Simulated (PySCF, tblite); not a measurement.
# 2-methoxypropane: a rotation path, then NMR shifts on frames, part 2 of 2

tblite 0.8.0 and PySCF 2.14.0. Atoms count from 0.

## (5) Shielding tensors: image 4, PBE0/pcSseg-1

What the job is given:

```
{"job": {"kind": "nmr", "xc": "PBE0", "basis": "pcSseg-1", "pop": false}, "charge": 0, "multiplicity": 1}
C      1.885700    -0.419800    -0.364800
O      1.082100     0.640100     0.080600
C     -0.259500     0.378400     0.501400
C     -1.182000     1.349100    -0.240200
C     -0.748300    -1.055500     0.318400
H      1.985700    -1.218800     0.378700
H      2.867700     0.019500    -0.535300
H      1.528900    -0.851100    -1.307700
H     -0.295900     0.621500     1.576200
H     -0.846600     2.370500    -0.083500
H     -2.200000     1.250800     0.127400
H     -1.169100     1.143000    -1.307500
H     -0.691100    -1.358700    -0.723700
H     -1.787000    -1.109600     0.633500
H     -0.175000    -1.751500     0.924800
```

Level: GIAO PBE0/pcSseg-1 NMR shielding, non-relativistic, gas phase.

What it wrote:

```text
coarse grid: 11632 points
cycle   1  E = -233.2277320546  dE =  3.494e-01  |g| = 5.916e-01  |ddm| = 3.093e+00
cycle   2  E = -233.1736038593  dE =  5.413e-02  |g| = 8.131e-01  |ddm| = 1.257e+00
cycle   3  E = -233.2983664059  dE = -1.248e-01  |g| = 9.180e-02  |ddm| = 8.153e-01
cycle   4  E = -233.2998336286  dE = -1.467e-03  |g| = 2.952e-02  |ddm| = 7.254e-02
cycle   5  E = -233.3000285526  dE = -1.949e-04  |g| = 4.228e-03  |ddm| = 2.483e-02
cycle   6  E = -233.3000320713  dE = -3.519e-06  |g| = 8.138e-04  |ddm| = 3.990e-03
final grid: 109760 points
cycle   7  E = -233.3426725780  dE = -4.079e-05  |g| = 1.203e-02  |ddm| = 2.779e-02
cycle   8  E = -233.3426489450  dE =  2.363e-05  |g| = 1.666e-02  |ddm| = 1.811e-02
cycle   9  E = -233.3427021294  dE = -5.318e-05  |g| = 1.513e-03  |ddm| = 1.077e-02
cycle  10  E = -233.3427026090  dE = -4.795e-07  |g| = 1.762e-04  |ddm| = 1.487e-03
cycle  11  E = -233.3427026151  dE = -6.182e-09  |g| = 5.249e-05  |ddm| = 2.012e-04
cycle  12  E = -233.3427026157  dE = -5.302e-10  |g| = 2.079e-05  |ddm| = 5.360e-05
converged SCF energy = -233.3427026157

GIAO shielding tensors (ppm)
atom      isotropic    diamagn.    paramagn.     s11        s22        s33       span
  0 C      133.735     244.193    -110.458    109.214    111.185    180.806     71.592
  1 O      313.947     396.849     -82.902    267.757    296.340    377.746    109.989
  2 C      114.047     242.422    -128.375     85.246     97.205    159.690     74.444
  3 C      159.210     248.363     -89.153    137.938    153.963    185.729     47.792
  4 C      167.913     250.947     -83.034    157.088    162.153    184.498     27.410
  5 H       28.277      30.047      -1.771     24.427     26.040     34.362      9.934
  6 H       28.119      28.553      -0.435     24.030     25.854     34.472     10.443
  7 H       28.215      30.387      -2.172     24.107     26.118     34.419     10.312
  8 H       27.476      31.003      -3.526     24.173     26.538     31.718      7.545
  9 H       30.195      29.847       0.348     26.366     27.910     36.309      9.943
 10 H       31.038      30.222       0.815     26.870     29.000     37.243     10.373
 11 H       30.613      30.811      -0.198     27.741     29.209     34.889      7.148
 12 H       30.466      31.982      -1.516     27.369     28.940     35.088      7.719
 13 H       30.937      30.702       0.235     26.655     29.279     36.875     10.220
 14 H       30.047      31.403      -1.356     25.643     28.311     36.187     10.544
```

Run time: 11 s. Hardware: 1 thread of Intel Xeon Platinum 8488C, shared host; peak memory 0.67 GiB.

Key values: δ C2 72.9, C0 53.2, C3 27.7, C4 19.0, H8 4.24, H6 3.60 ppm.

## (6) Shielding tensors: image 6, PBE0/pcSseg-1

What the job is given:

```
{"job": {"kind": "nmr", "xc": "PBE0", "basis": "pcSseg-1", "pop": false}, "charge": 0, "multiplicity": 1}
C      1.800300    -0.318400    -0.463100
O      1.138800     0.497100     0.471900
C     -0.270300     0.351500     0.609200
C     -1.051800     1.271500    -0.336500
C     -0.761400    -1.089600     0.484600
H      1.793600    -1.373300    -0.162600
H      2.832100     0.029400    -0.473500
H      1.387700    -0.232300    -1.474600
H     -0.450100     0.698900     1.634100
H     -0.737200     2.302700    -0.199000
H     -2.112400     1.198400    -0.107000
H     -0.902800     0.997600    -1.377500
H     -0.617200    -1.464800    -0.525500
H     -1.822300    -1.128100     0.714900
H     -0.231600    -1.732600     1.182800
```

With the program's defaults for keys left out, this is: GIAO PBE0/pcSseg-1 NMR shielding, non-relativistic, gas phase.

What it wrote:

```text
coarse grid: 11632 points
cycle   1  E = -233.2321440502  dE =  3.475e-01  |g| = 5.852e-01  |ddm| = 3.089e+00
cycle   2  E = -233.1826534043  dE =  4.949e-02  |g| = 7.944e-01  |ddm| = 1.220e+00
cycle   3  E = -233.3013889444  dE = -1.187e-01  |g| = 9.276e-02  |ddm| = 7.865e-01
cycle   4  E = -233.3028897895  dE = -1.501e-03  |g| = 2.928e-02  |ddm| = 7.288e-02
cycle   5  E = -233.3030809017  dE = -1.911e-04  |g| = 4.399e-03  |ddm| = 2.457e-02
cycle   6  E = -233.3030847085  dE = -3.807e-06  |g| = 7.961e-04  |ddm| = 4.290e-03
final grid: 109760 points
cycle   7  E = -233.3458197132  dE = -5.045e-05  |g| = 1.223e-02  |ddm| = 3.183e-02
cycle   8  E = -233.3457941856  dE =  2.553e-05  |g| = 1.710e-02  |ddm| = 1.845e-02
cycle   9  E = -233.3458502407  dE = -5.606e-05  |g| = 1.524e-03  |ddm| = 1.108e-02
cycle  10  E = -233.3458507230  dE = -4.822e-07  |g| = 2.058e-04  |ddm| = 1.508e-03
cycle  11  E = -233.3458507316  dE = -8.667e-09  |g| = 5.645e-05  |ddm| = 2.428e-04
cycle  12  E = -233.3458507323  dE = -6.384e-10  |g| = 2.007e-05  |ddm| = 6.028e-05
converged SCF energy = -233.3458507323

GIAO shielding tensors (ppm)
atom      isotropic    diamagn.    paramagn.     s11        s22        s33       span
  0 C      135.902     245.139    -109.238    109.800    117.514    180.391     70.592
  1 O      307.458     396.009     -88.551    261.162    289.208    372.002    110.840
  2 C      114.476     242.381    -127.905     82.900    101.291    159.236     76.336
  3 C      164.933     248.838     -83.905    141.070    164.939    188.790     47.720
  4 C      166.357     250.663     -84.306    153.518    161.089    184.466     30.948
  5 H       28.378      30.262      -1.884     24.219     26.729     34.186      9.968
  6 H       28.172      28.773      -0.601     24.108     25.944     34.463     10.355
  7 H       28.517      30.624      -2.107     24.536     26.467     34.547     10.011
  8 H       27.524      30.991      -3.467     24.157     26.627     31.787      7.630
  9 H       30.451      29.903       0.549     26.515     27.772     37.066     10.551
 10 H       31.105      30.332       0.773     26.788     29.359     37.169     10.381
 11 H       30.333      31.073      -0.739     26.914     29.454     34.632      7.717
 12 H       30.442      31.955      -1.513     27.455     29.542     34.328      6.874
 13 H       30.853      30.614       0.239     26.837     28.950     36.771      9.935
 14 H       30.300      30.885      -0.585     26.299     27.700     36.903     10.604
```

Wall time 13 s (1 thread of Intel Xeon Platinum 8488C, shared host); peak memory 0.67 GiB.

Key values: δ C2 72.4, C0 51.0, C3 22.0, C4 20.6, H8 4.19, H6 3.54 ppm.

## (7) Shielding tensors: image 8, PBE0/pcSseg-1

What the job is given:

```
{"job": {"kind": "nmr", "xc": "PBE0", "basis": "pcSseg-1", "pop": false}, "charge": 0, "multiplicity": 1}
C      1.765700    -0.166600    -0.513300
O      1.131900     0.350600     0.631000
C     -0.285800     0.290000     0.661900
C     -0.940100     1.167200    -0.409800
C     -0.827600    -1.140800     0.604300
H      1.610200    -1.245900    -0.618300
H      2.828300     0.023800    -0.370700
H      1.437700     0.334100    -1.429700
H     -0.513900     0.713800     1.647800
H     -0.486400     2.155300    -0.406300
H     -2.001400     1.266600    -0.200800
H     -0.826600     0.730500    -1.399500
H     -0.732500    -1.554100    -0.397400
H     -1.879300    -1.142600     0.877100
H     -0.284400    -1.773900     1.302000
```

Level: GIAO PBE0/pcSseg-1 NMR shielding, non-relativistic, gas phase.

What it wrote:

```text
coarse grid: 11632 points
cycle   1  E = -233.2348152695  dE =  3.502e-01  |g| = 5.832e-01  |ddm| = 3.087e+00
cycle   2  E = -233.1860936347  dE =  4.872e-02  |g| = 7.906e-01  |ddm| = 1.213e+00
cycle   3  E = -233.3036351825  dE = -1.175e-01  |g| = 9.300e-02  |ddm| = 7.817e-01
cycle   4  E = -233.3051452413  dE = -1.510e-03  |g| = 2.919e-02  |ddm| = 7.317e-02
cycle   5  E = -233.3053347817  dE = -1.895e-04  |g| = 4.441e-03  |ddm| = 2.436e-02
cycle   6  E = -233.3053386485  dE = -3.867e-06  |g| = 8.189e-04  |ddm| = 4.335e-03
final grid: 109760 points
cycle   7  E = -233.3477673508  dE = -4.102e-05  |g| = 1.212e-02  |ddm| = 2.619e-02
cycle   8  E = -233.3477422409  dE =  2.511e-05  |g| = 1.693e-02  |ddm| = 1.844e-02
cycle   9  E = -233.3477974291  dE = -5.519e-05  |g| = 1.521e-03  |ddm| = 1.098e-02
cycle  10  E = -233.3477979095  dE = -4.804e-07  |g| = 1.816e-04  |ddm| = 1.484e-03
cycle  11  E = -233.3477979160  dE = -6.498e-09  |g| = 5.196e-05  |ddm| = 2.072e-04
cycle  12  E = -233.3477979165  dE = -5.308e-10  |g| = 1.984e-05  |ddm| = 5.686e-05
converged SCF energy = -233.3477979165

GIAO shielding tensors (ppm)
atom      isotropic    diamagn.    paramagn.     s11        s22        s33       span
  0 C      138.018     245.724    -107.706    112.033    118.992    183.028     70.995
  1 O      295.157     395.898    -100.741    228.296    294.987    362.188    133.893
  2 C      114.575     242.822    -128.246     83.280    102.393    158.052     74.771
  3 C      165.971     249.724     -83.753    143.776    163.434    190.703     46.928
  4 C      165.500     249.940     -84.440    144.692    162.572    189.236     44.544
  5 H       28.466      30.528      -2.061     24.146     27.077     34.176     10.030
  6 H       28.215      28.949      -0.734     24.129     25.992     34.523     10.394
  7 H       28.472      30.697      -2.225     24.101     27.253     34.061      9.960
  8 H       27.564      30.967      -3.404     24.143     26.519     32.029      7.886
  9 H       30.496      30.303       0.194     26.587     27.700     37.202     10.615
 10 H       30.811      30.321       0.490     26.877     28.847     36.709      9.833
 11 H       30.247      31.524      -1.277     26.948     29.574     34.220      7.272
 12 H       30.352      31.613      -1.261     27.237     29.514     34.305      7.068
 13 H       30.750      30.339       0.410     26.887     28.705     36.657      9.770
 14 H       30.430      30.399       0.031     26.541     27.703     37.045     10.503
```

Run time: 11 s. Hardware: 1 thread of Intel Xeon Platinum 8488C, shared host; peak memory 0.67 GiB.

Key values: δ C2 72.3, C0 48.9, C4 21.4, C3 21.0, H8 4.15, H6 3.50 ppm.

## (8) Side by side: NMR shifts

Shifts (ppm) of some atoms, chosen among heavy atoms and hydrogens apart, with basis size and wall time:

```
  frame    C2    C0    C3    C4    H8   H12    O1  functions  time
image 0  77.4  58.5  26.3  20.6  3.37  0.73  49.5        135  12 s
image 2  74.3  56.2  26.8  21.8  3.84  0.94  39.4        135  12 s
image 4  72.9  53.2  27.7  19.0  4.24  1.25  22.1        135  11 s
image 6  72.4  51.0  22.0  20.6  4.19  1.28  28.6        135  13 s
image 8  72.3  48.9  21.0  21.4  4.15  1.36  40.9        135  11 s
```

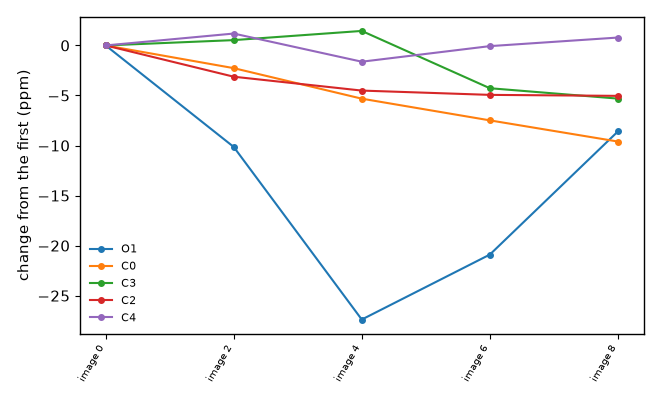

How five of the tabulated atoms move from run to run.

## (9) Summary of results

What follows sums up all 2 parts.

| quantity | value |
| --- | --- |
| barrier | 0.157 eV (3.6 kcal/mol) at image 4 |
| end to end (GFN2-xTB) | 0.015 eV |
| 13C shifts against TMS (PBE0/pcSseg-1, image 0) | 77.4, 58.5, 26.3, 20.6 ppm |
| 1H shifts against TMS (PBE0/pcSseg-1, image 0) | 3.88, 3.66, 3.37, 3.04, 1.79, 1.46, 1.20, 0.85, 0.77, 0.73 ppm |
| 17O shifts against H2O (PBE0/pcSseg-1, image 0) | 49.5 ppm |
| range of the shift of O1 | 22.1 to 49.5 ppm |

What this shows: Along the band the dihedral turns by 128°, and the top (dihedral 231°) lies 3.6 kcal/mol above the start (GFN2-xTB, rough), so at room temperature this motion is fast. Ends this close can change order at a higher level. The top was not checked by a frequency run. Shifts at one fixed geometry are not the observed spectrum, which averages over the motion. Across the 5 runs the shift of O1 moves most, between 22.1 (image 4) and 49.5 ppm (image 0).
